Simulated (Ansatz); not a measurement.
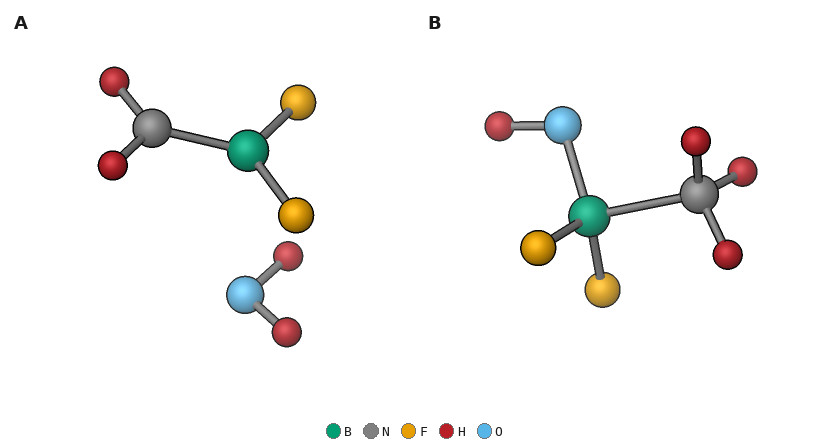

2 stationary structures of one formula. Geometries: PBE0-D4/def2-TZVP. Electronic energies: RHF-CCSD(T) (frozen core)/def2-TZVPP (Ansatz 0.2.0), without zero-point energy. Each is one conformer, not always the lowest.

### Which structure is the most stable?

B is lowest (a minimum); A lies 0.654 eV above it (a minimum).

Give E(B) − E(A) in eV at these levels too: PBE-D4/STO-3G; RHF/STO-3G; PBE-D4/def2-TZVPP; B97M-V/def2-TZVPP; PBE0-D4/def2-TZVPP; PBE-D4/def2-SVP; PBE-QIDH (frozen core)/def2-TZVPP; RHF-CCSD(T) (frozen core)/def2-TZVPP.

| level | E(B) − E(A) (eV) |
| --- | --- |
| PBE-D4/STO-3G | −0.433 |
| RHF/STO-3G | −0.617 |
| PBE-D4/def2-TZVPP | −0.579 |
| B97M-V/def2-TZVPP | −0.579 |
| PBE0-D4/def2-TZVPP | −0.646 |
| PBE-D4/def2-SVP | −0.743 |
| PBE-QIDH (frozen core)/def2-TZVPP | −0.705 |
| RHF-CCSD(T) (frozen core)/def2-TZVPP | −0.654 |
